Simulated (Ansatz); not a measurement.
# MnZn2Cl2 (element-swapped structure, charge +2): how the settings move a single-point run

Question: which choices in the input matter for MnZn2Cl2 (element-swapped structure, charge +2)?

Method: reference: DFT PBE, plane waves, PAW, scalar-relativistic, no spin polarisation, in Ansatz 0.2.0.

2 further runs of the same task are left out: 2 for a known fault of the program.

### 1 The structure to begin with

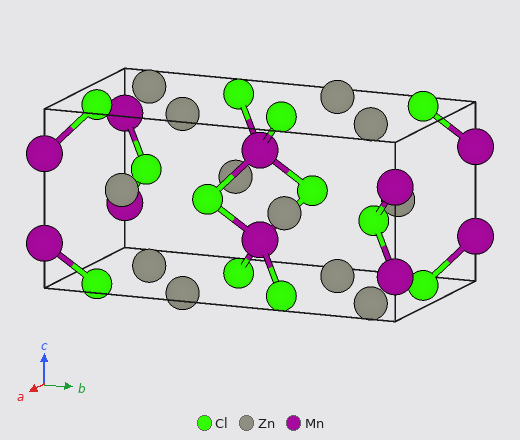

The starting structure, seen slightly off an axis (chlorine green, zinc grey, manganese purple). Atoms on the faces are drawn again on the opposite ones. The cell drawn here is the conventional one.

As a file:

```cif
data_structure
_symmetry_space_group_name_H-M 'P 1'
_symmetry_Int_Tables_number 1
_cell_length_a 5.7876
_cell_length_b 6.3427
_cell_length_c 7.3998
_cell_angle_alpha 64.623
_cell_angle_beta 113.021
_cell_angle_gamma 90.000
_cell_volume 221.25
loop_
_atom_site_label
_atom_site_type_symbol
_atom_site_fract_x
_atom_site_fract_y
_atom_site_fract_z
_atom_site_occupancy
Cl1 Cl 0.89480 0.29840 0.78960 1
Cl2 Cl 0.10520 0.70160 0.21040 1
Cl3 Cl 0.60520 0.08800 0.21040 1
Cl4 Cl 0.39480 0.91200 0.78960 1
Zn1 Zn 0.14510 0.18450 0.29020 1
Zn2 Zn 0.85490 0.81550 0.70980 1
Zn3 Zn 0.35490 0.47470 0.70980 1
Zn4 Zn 0.64510 0.52530 0.29020 1
Mn1 Mn 0.25000 0.00000 0.00000 1
Mn2 Mn 0.75000 0.00000 0.00000 1
```

### 2 The reference run

input.yaml reads:

```yaml
crystal:
  lattice:
    - [0.0, 0.0, 5.78761]
    - [6.342711, 0.0, 0.0]
    - [3.171355, 6.027106, -2.893805]
  atoms:
    - { symbol: Cl, position: [0.8948, 0.2984, 0.7896] }
    - { symbol: Cl, position: [0.1052, 0.7016, 0.2104] }
    - { symbol: Cl, position: [0.6052, 0.088, 0.2104] }
    - { symbol: Cl, position: [0.3948, 0.912, 0.7896] }
    - { symbol: Zn, position: [0.1451, 0.1845, 0.2902] }
    - { symbol: Zn, position: [0.8549, 0.8155, 0.7098] }
    - { symbol: Zn, position: [0.3549, 0.4747, 0.7098] }
    - { symbol: Zn, position: [0.6451, 0.5253, 0.2902] }
    - { symbol: Mn, position: [0.25, 0.0, 0.0] }
    - { symbol: Mn, position: [0.75, 0.0, 0.0] }
  symmetry: { tolerance: 0.0003 }
kpoints:
  mp_grid: { grid: [4, 4, 4], shift: [0, 0, 0] }
magnetization:
  spin_polarized: false
scf:
  occupations: { method: fermi_dirac }
hamiltonian:
  pseudopotentials: { kind: paw }
  xc: pbe
total_charge: 2
basis:
  ecutwfc: 420
output:
  forces: true
  stress: true
  eigenvalues: true
  write_density: true
  write_potential: true
  elf: true
  volumetric_format: npy
```

The run is started by

```sh
$ ansatz run input.yaml --threads 1 --pin off --max-ram 2560MiB --backend cpu --events-out ev --progress --plain --runs-dir out
```

Log, cut to the lines that bear on the results:

```text
Warning: RAYON_NUM_THREADS=1 ignored (pool sized by the plan → 1); use --threads N
[...]
Pseudopotentials: kind: paw
Pseudopotential: Cl, paw, valence charge 7, recommended cutoff 420 eV (normal), Cl.paw.azcp
Pseudopotential: Zn, paw, valence charge 12, recommended cutoff 420 eV (normal), Zn.paw.azcp
Pseudopotential: Mn, paw, valence charge 15, recommended cutoff 420 eV (normal), Mn.paw.azcp
Functional definition: PBE
[...]
Crystal: 10 atoms, lattice volume = 221.250 Å³
Basis set: ecut = 420 eV, 4355 PW (Γ), exchange–correlation on 80×90×100 points (8 copies of the dense FFT grid, shifted against one another)
Bands: 63, of which v1, the nominal top of the filled ones, is band 52 counted from 1 (51 counted from 0)
Symmetry: 8 space group operations
Space group: Ibam (ITA 72), of the structure as read, at distance tolerance 1.8e-3 Å
k-points: 18 of 64
[...]
SCF iter   1: F=—  HF=-25413.636606 eV  |F-HF|=—  |Δ(HF+E_count)|=         —  Δρ=2.45e-1  dr2=1.68e2  ethr=1.77e-3  ⟨swp⟩=5.7  Hψ=4092  notcnv=0  defer=15
[...]
SCF iter  12: F=-25401.881008 eV  HF=-25401.881008 eV  |F-HF|=6.47e-8  |Δ(HF+E_count)|=   3.32e-8  Δρ=4.91e-6  dr2=7.85e-8  ethr=9.62e-11  ⟨swp⟩=7.1  Hψ=7047  notcnv=0
[...]
SCF converged after 12 iterations
Free energy (F): -25401.881008 eV
[...]
E sigma→0 (E₀):  -25401.709446 eV
Entropy (-TS):   -0.343124 eV (-34.312 meV/atom)
Fermi energy:    6.082124 eV
[...]
--- Forces (eV/Å), atoms counted from 1 ---
  atom   1  Cl    -0.18606627    -0.01631691     0.00000000
  atom   2  Cl     0.18606627     0.01631691     0.00000000
  atom   3  Cl    -0.18606627     0.01631689     0.00000000
  atom   4  Cl     0.18606627    -0.01631689     0.00000000
  atom   5  Zn     0.00787499     0.04748037     0.00000000
  atom   6  Zn    -0.00787499    -0.04748037    -0.00000000
  atom   7  Zn     0.00787500    -0.04748037     0.00000000
  atom   8  Zn    -0.00787500     0.04748037     0.00000000
[...]
--- Stress (GPa, compression-positive) ---
       -2.084281      -0.000000       0.000000
       -0.000000      -0.518550       0.000000
        0.000000       0.000000      -3.492415
  P = ⅓ Tr σ = -2.0317 GPa (-20.317 kbar)
--- Band table (eV; the first three rows and the last of 18) ---
[...]
```

Wall time 37 s (1 thread of AMD EPYC 7R43 (Zen 3), shared host); peak memory 0.62 GiB.

### 3 Variant: hubbard.sites [{species: Mn, l: d, u_eff: 3.0}], hubbard.double_counting fll

input.yaml: that of step 2 with these lines changed.

```diff
@@ -26,2 +26,3 @@
   xc: pbe
+  hubbard: { sites: [{ species: Mn, l: d, u_eff: 3.0 }], double_counting: fll }
 total_charge: 2
@@ -33,5 +34 @@
   eigenvalues: true
-  write_density: true
-  write_potential: true
-  elf: true
-  volumetric_format: npy
```

The run is started by

```sh
$ ansatz run input.yaml --threads 1 --pin off --max-ram 2560MiB --backend cpu --events-out ev --progress --plain --runs-dir out
```

Log, cut to the lines that bear on the results:

```text
Warning: RAYON_NUM_THREADS=1 ignored (pool sized by the plan → 1); use --threads N
Cl: projections on atomic orbitals take those of the free atom [Ne] 3s2 3p5, of charge +0.00 (hamiltonian.pseudopotentials.projection_atoms); the dataset's partial waves leave at most 2.1e-7 of an orbital's norm unspanned inside its sphere
Zn: projections on atomic orbitals take those of the free atom [Ar] 3d10 4s2, of charge +0.00 (hamiltonian.pseudopotentials.projection_atoms); the dataset's partial waves leave at most 6.8e-7 of an orbital's norm unspanned inside its sphere
Mn: projections on atomic orbitals take those of the free atom [Ne] 3s2 3p6 3d5 4s2, of charge +0.00 (hamiltonian.pseudopotentials.projection_atoms); the dataset's partial waves leave at most 9.0e-7 of an orbital's norm unspanned inside its sphere
[...]
[... 1 set-up line as earlier in the session ...]
[...]
SCF converged after 20 iterations
Free energy (F): -25396.345928 eV
[...]
E sigma→0 (E₀):  -25396.271807 eV
Entropy (-TS):   -0.148241 eV (-14.824 meV/atom)
Fermi energy:    5.995997 eV
[...]
--- Forces (eV/Å), atoms counted from 1 ---
  atom   1  Cl     0.09081876    -0.29991667     0.00000000
  atom   2  Cl    -0.09081876     0.29991667    -0.00000000
  atom   3  Cl     0.09081873     0.29991668     0.00000000
  atom   4  Cl    -0.09081873    -0.29991668     0.00000000
  atom   5  Zn    -0.01395750     0.03626776     0.00000000
  atom   6  Zn     0.01395750    -0.03626776     0.00000000
  atom   7  Zn    -0.01395750    -0.03626776     0.00000000
  atom   8  Zn     0.01395750     0.03626776     0.00000000
[...]
--- Stress (GPa, compression-positive) ---
       -0.041185      -0.000000       0.000000
       -0.000000       1.393722      -0.000000
        0.000000       0.000000       2.376159
  P = ⅓ Tr σ = 1.2429 GPa (12.429 kbar)
--- Band table (eV; the first three rows and the last of 18) ---
[...]
Occupation matrices written to <dir>
```

Run time: 51 s. Hardware: 1 thread of AMD EPYC 7R43 (Zen 3), shared host; peak memory 0.73 GiB.

Changing the Hubbard U moves the energy by +553.5 meV/atom, and the pressure goes from -2.0 to 1.2 GPa and the largest force goes from 0.19 to 0.31 eV/Å. The U term adds an energy of its own, so the shift says nothing about which run is better.

### 4 Variant: mp_grid.grid [2, 2, 2], ecutwfc 25.7 Ry

input.yaml: that of step 2 with these lines changed.

```diff
@@ -18,3 +18,3 @@
 kpoints:
-  mp_grid: { grid: [4, 4, 4], shift: [0, 0, 0] }
+  mp_grid: { grid: [2, 2, 2], shift: [0, 0, 0] }
 magnetization:
@@ -28,3 +28,3 @@
 basis:
-  ecutwfc: 420
+  ecutwfc: "25.7 Ry"
 output:
@@ -33,5 +33 @@
   eigenvalues: true
-  write_density: true
-  write_potential: true
-  elf: true
-  volumetric_format: npy
```

The run is started by

```sh
$ ansatz run input.yaml --threads 1 --pin off --max-ram 2560MiB --backend cpu --events-out ev --progress --plain --runs-dir out
```

Log, cut to the lines that bear on the results:

```text
Warning: basis.ecutwfc = 349.6663132609458 eV is below the records' recommended 420 eV, and the density's cutoff is lower with it unless basis.ecutrho_ratio is high enough to keep the records' density cutoff: compare with a run at a higher cutoff
Warning: RAYON_NUM_THREADS=1 ignored (pool sized by the plan → 1); use --threads N
[...]
[... 5 set-up lines as earlier in the session ...]
[...]
Crystal: 10 atoms, lattice volume = 221.250 Å³
Basis set: ecut = 349.6663132609458 eV, 3283 PW (Γ), exchange–correlation on 72×80×96 points (8 copies of the dense FFT grid, shifted against one another)
Bands: 63, of which v1, the nominal top of the filled ones, is band 52 counted from 1 (51 counted from 0)
[... 1 set-up line as earlier in the session ...]
[...]
SCF iter  11: F=-25401.821549 eV  HF=-25401.821549 eV  |F-HF|=3.27e-8  |Δ(HF+E_count)|=   2.37e-7  Δρ=6.01e-6  dr2=5.54e-8  ethr=9.62e-11  ⟨swp⟩=9.4  Hψ=1278  notcnv=0
[...]
SCF converged after 11 iterations
Free energy (F): -25401.821549 eV
[...]
E sigma→0 (E₀):  -25401.658630 eV
Entropy (-TS):   -0.325838 eV (-32.584 meV/atom)
Fermi energy:    5.996755 eV
[...]
--- Forces (eV/Å), atoms counted from 1 ---
  atom   1  Cl    -0.21887711    -0.07592282     0.00000000
  atom   2  Cl     0.21887711     0.07592282     0.00000000
  atom   3  Cl    -0.21887712     0.07592280     0.00000000
  atom   4  Cl     0.21887712    -0.07592280     0.00000000
  atom   5  Zn    -0.10862078     0.08123887    -0.00000000
  atom   6  Zn     0.10862078    -0.08123887    -0.00000000
  atom   7  Zn    -0.10862078    -0.08123888    -0.00000000
  atom   8  Zn     0.10862078     0.08123888    -0.00000000
[...]
--- Stress (GPa, compression-positive) ---
       -2.303488      -0.000000       0.000000
       -0.000000      -0.282535       0.000000
        0.000000       0.000000      -3.157280
  P = ⅓ Tr σ = -1.9144 GPa (-19.144 kbar)
--- Band table (eV; the first three rows and the last of 5) ---
[...]
```

Wall time 6.1 s (1 thread of AMD EPYC 7R43 (Zen 3), shared host); peak memory 0.5 GiB.

Changing the k-point mesh and cutoff moves the energy by +5.9 meV/atom, and the mesh shows a spacing of 0.02 eV at the Fermi level, which on a coarse mesh need not be a gap and the largest force goes from 0.19 to 0.23 eV/Å. More than one kind of setting changed, and this run alone doesn't tell their shares apart. A gap read on a mesh depends on which points the mesh holds, and a coarse mesh shifts the density too. The log warns that the cutoff is under what these potentials recommend, so the shift holds truncation error. These settings are too coarse to quote as the system's properties.

### 5 Side by side

| run | ending | energy change | pressure (GPa) | gap (eV) | force (eV/Å) | cycles | time |
| --- | --- | --- | --- | --- | --- | --- | --- |
| reference | converged | 0 | -2.0 | 0.00 | 0.19 | 12 | 37 s |
| 1: hubbard.sites [{species: Mn, l: d, u_eff: 3.0}], hubbard.double_counting fll | converged | +553.5 meV/atom (U changed: no physical gain or loss) | 1.2 | 0.00 | 0.31 | 20 | 51 s |
| 2: mp_grid.grid [2, 2, 2], ecutwfc 25.7 Ry | converged | +5.9 meV/atom | -1.9 | 0.02 | 0.23 | 11 | 6.1 s |

Times don't compare one to one where runs were asked for different outputs or read a saved state (see the inputs); cycles may leave out searches for a lower state.

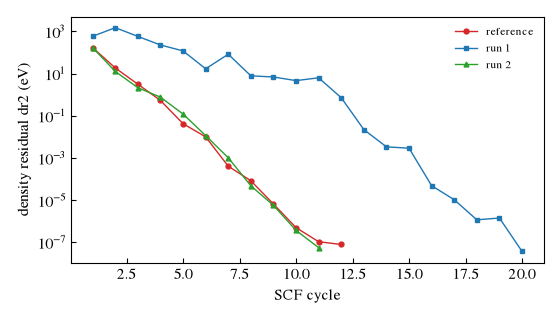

Residual by cycle in the longest SCF loop of each run; runs are numbered as in the table.

«mp_grid.grid [2, 2, 2], ecutwfc 25.7 Ry» moves the energy by +5.9 meV/atom. Run 2 ran under the cutoff that the potentials recommend, as the log warns, so basis error is mixed into its values. A changed U is a change of model: its shifts are not errors of convergence. Of the variants the dearest is «hubbard.sites [{species: Mn, l: d, u_eff: 3.0}], hubbard.double_counting fll» (51 s), the cheapest «mp_grid.grid [2, 2, 2], ecutwfc 25.7 Ry» (6.1 s), on a shared host. The reference has no spin polarisation; with Mn present, a magnetic state may lie lower.

The reference has limits of its own: its mesh is coarse for a cell with so small a gap or none; the charged cell sits in a uniform background, which enters energy and pressure; the structure is made up and not relaxed.
